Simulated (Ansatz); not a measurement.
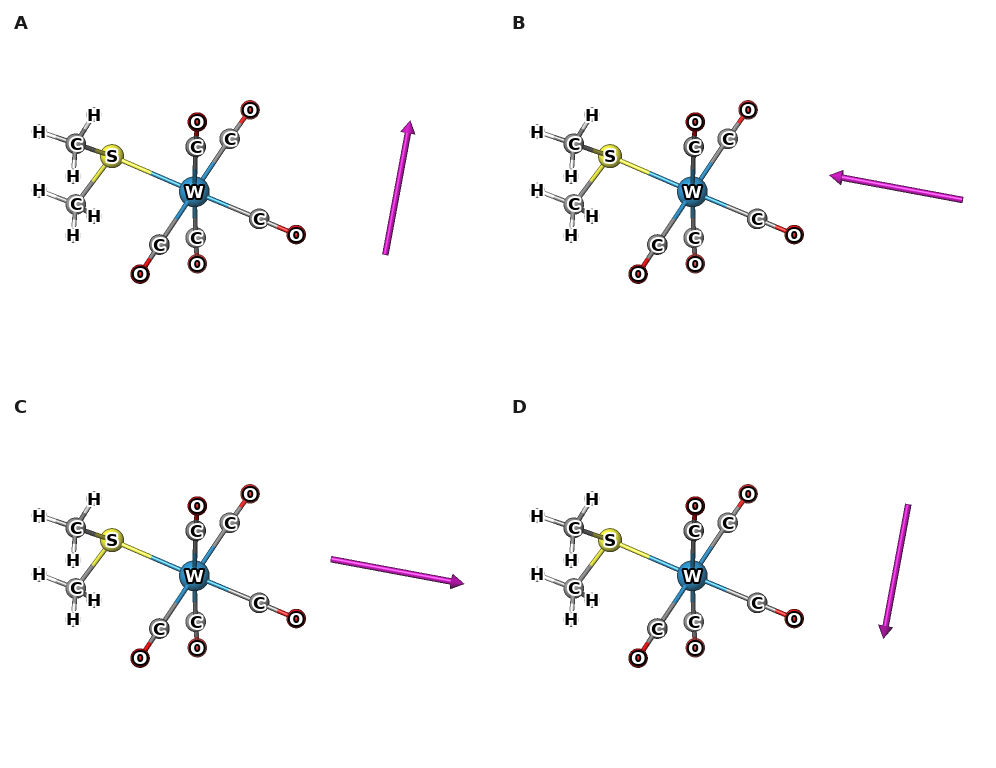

The same molecule four times, each with an arrow. Charge 0, singlet. The computed structure is the end point of a PBE0-D4/def2-TZVP optimisation. No frequency run is at hand to confirm it as a minimum. Method: RKS PBE0-D4/def2-TZVP, core potentials on W (Ansatz 0.2.0).

Question: Which arrow points along the dipole moment, from the negative to the positive end?

Answer: B. The dipole moment is 5.74 D.
